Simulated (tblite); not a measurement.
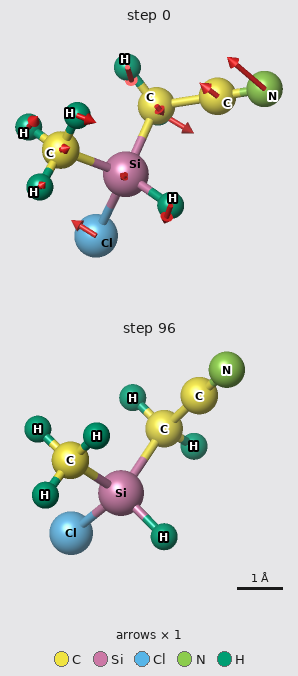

The structure of C3H6ClNSi before (top) and after (bottom) a relaxation, at one scale. The red arrows give the displacements, at their true length.

Style: ball-and-stick. Shown from a free direction.

All numbers below come from GFN2-xTB geometry optimisation, gas phase in tblite. 

What changed between the two?

Answer. After 96 geometry steps the energy has fallen by 7.50 kcal/mol. The N atom moves most after the best rigid fit: 1.23 Å. Largest moves by element: N 1.23 Å, H 0.94 Å, Cl 0.67 Å, C 0.55 Å, Si 0.22 Å. Near-neighbour distances that change, for instance: Cl–Si 2.095 → 2.027 Å, C–Si 1.863 → 1.925 Å, C–C 1.486 → 1.429 Å, C–Si 1.849 → 1.895 Å. Among the angles between lasting bonds that change: H–C–H 112.8° → 107.4°, Si–C–C 106.3° → 111.1°, C–Si–H 113.1° → 109.2°. Groups turn about C–Si by about 55°. Cost: 0.61 s on 1 thread of Arm Neoverse V1, on a shared host.
